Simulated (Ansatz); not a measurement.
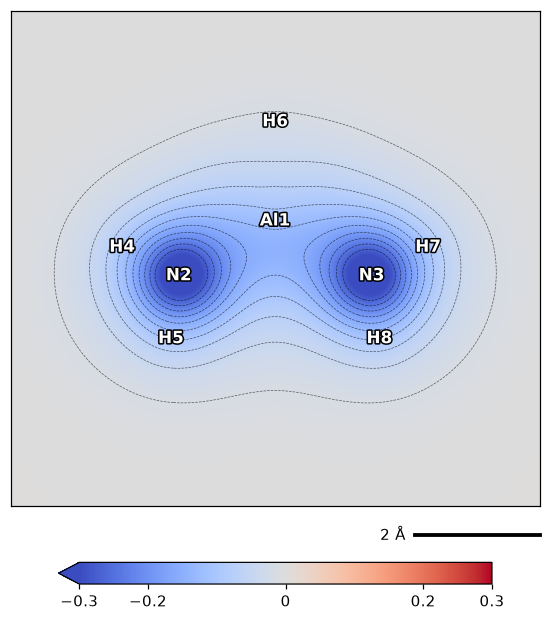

*AlH5N2. The HOMO−1 on a plane 0.8 Å above the molecular plane (values in Å⁻³ᐟ²; the overall sign is arbitrary).*

Geometry: PBE0-D4/def2-SVP.

These are results of Ansatz 0.2.0, isolated molecule in a Gaussian basis; Kohn-Sham density functional theory, functional PBE0, not measurements.

```yaml
atoms:
  - { symbol: Al, position_ang: [1.6961, -0.8603, -1.8340] }
  - { symbol: N, position_ang: [2.2577, -1.4614, -3.4068] }
  - { symbol: N, position_ang: [0.1844, -1.4601, -1.1227] }
  - { symbol: H, position_ang: [3.1126, -1.1505, -3.8534] }
  - { symbol: H, position_ang: [1.7980, -2.1485, -3.9926] }
  - { symbol: H, position_ang: [2.5526, 0.2226, -1.0571] }
  - { symbol: H, position_ang: [-0.1775, -1.1479, -0.2291] }
  - { symbol: H, position_ang: [-0.4432, -2.1475, -1.5229] }
```

Q: Describe this orbital and give its energy.

A: Its weight (Hirshfeld) is mainly on N2 (about 35 %), N3 (about 35 %) and Al1 (about 20 %); it changes sign across the molecular plane (π type); π-bonding across Al1–N2 and Al1–N3. Its energy is −7.66 eV.
